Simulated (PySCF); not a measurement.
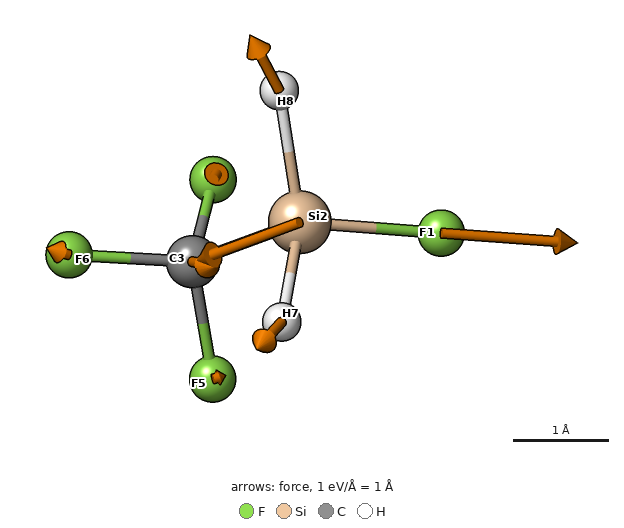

Starting geometry of CH2F4Si with the computed forces as orange arrows. A ball-and-stick model, seen from a free direction.

The start comes from GFN2-xTB. Its atoms were then displaced at random by about 0.01 Å.

Computed with PBE0-D3(BJ)/def2-SVP geometry optimisation, gas phase in PySCF 2.14.0, density-fitted response routines. 

**What follows when this structure is relaxed?**

It isn't relaxed: the largest force vector, on Si atoms, is 1.53 eV/Å. The final displacements follow the starting forces only in part (cosine between the two patterns 0.50). The largest move after the best rigid fit is that of an H atom, 0.074 Å. Largest moves by element: H 0.074 Å, F 0.071 Å, Si 0.051 Å, C 0.019 Å. Some distances before and after: C–Si 1.963 → 1.926 Å, F–Si 1.584 → 1.619 Å, H–Si 1.448 → 1.483 Å, C–F 1.331 → 1.338 Å. Among the angles between lasting bonds that change: H–Si–H 120.3° → 113.8°, F–Si–C 105.3° → 107.8°, F–Si–H 107.0° → 109.6°. The energy falls by 9.23 kJ/mol in 5 geometry steps. The run took 18 s on 1 thread of Arm Neoverse V1 (shared host).
